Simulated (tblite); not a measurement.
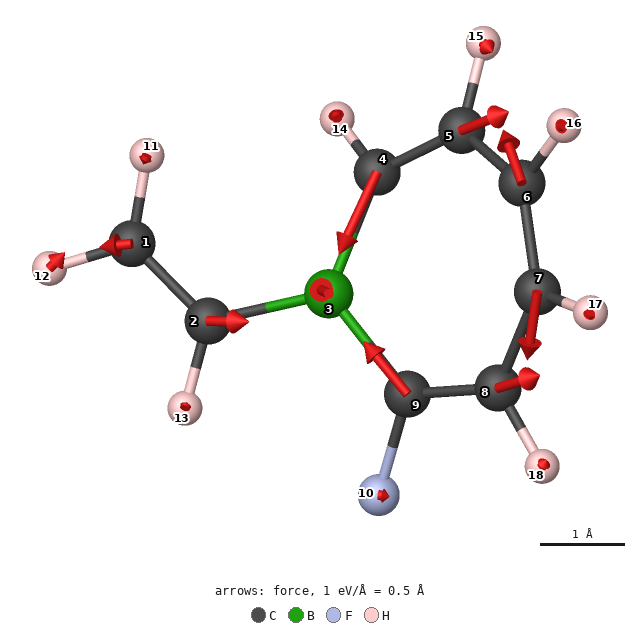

Starting geometry of C8H8BF with the computed forces as red arrows. The picture is a ball-and-stick view, seen at a tilt.

Method: GFN2-xTB geometry optimisation, gas phase (tblite 0.8.0). 

> Is this structure relaxed? If not, where do the atoms go?

It isn't relaxed: the largest force vector, on C4, is 2.21 eV/Å. The final displacements have little in common with the starting forces (cosine between the two patterns 0.13). The energy falls by 36.2 kJ/mol in 61 geometry steps. The largest move after the best rigid fit is that of H16, 0.63 Å. Largest moves by element: H 0.63 Å, F 0.60 Å, C 0.29 Å, B 0.08 Å. Near-neighbour distances that change, for instance: C5–C6 1.467 → 1.413 Å, B3–C4 1.576 → 1.524 Å, C4–C5 1.330 → 1.364 Å, C2–B3 1.591 → 1.560 Å. Bond angles that change, for instance: B3–C9–C8 124.8° → 131.0°, C8–C9–F10 118.4° → 112.6°, B3–C4–C5 124.9° → 129.9°. Groups turn about B3–C4 by about 25°, B3–C9 by about 20°, C7–C8 by about 20°.
